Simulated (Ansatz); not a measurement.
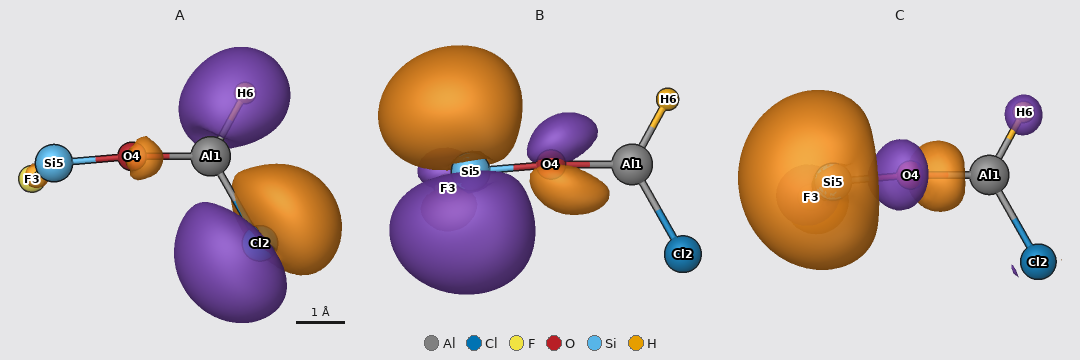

The picture shows: AlClFHOSi. Three frontier orbitals at ±0.08 Å⁻³ᐟ² (orange and purple are the two phases), in no order.

Geometry: B3LYP-D3(BJ)/def2-SVP.

All numbers below come from isolated molecule in a Gaussian basis; Kohn-Sham density functional theory, functional PBE0 in Ansatz.

```xyz
6

Al   -1.2362   -2.2767   -0.8848
Cl   -1.2197   -4.3738   -0.7991
F    -4.8125   -0.8592   -1.4497
O    -2.6239   -1.4686   -0.3068
Si   -4.0940   -0.7909    0.0271
H    -0.0064   -1.4742   -1.4180
```

> Which picture is the HOMO−1, the HOMO and the LUMO?

A is the HOMO−1 (−9.44 eV). It lies mainly on Cl2 (about 75 %), Al1 (about 15 %) and H6 (about 10 %); largely a lone pair of Cl2. C is the HOMO (−7.78 eV). Its weight (Hirshfeld) is mainly on Si5 (about 75 %), F3 (about 10 %) and O4 (about 10 %). B is the LUMO (−1.83 eV). By Hirshfeld shares it lies mainly on Si5 (about 85 %), O4 (about 10 %) and F3 (about 5 %).

> What is the HOMO–LUMO gap?

5.95 eV between the orbital energies.
